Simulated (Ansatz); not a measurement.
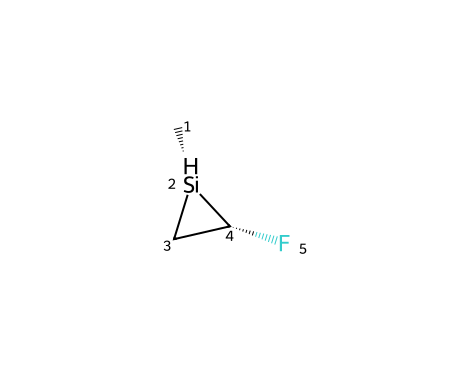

A structural formula, with wedges where it has stereocentres; small numbers name the atoms. The configuration is that of a computed structure (PBE0-D4/def2-TZVP).

Assign CIP descriptors.

Si2: S; C4: S.

Give a SMILES with the stereochemistry.

C[Si@H]1C[C@H]1F
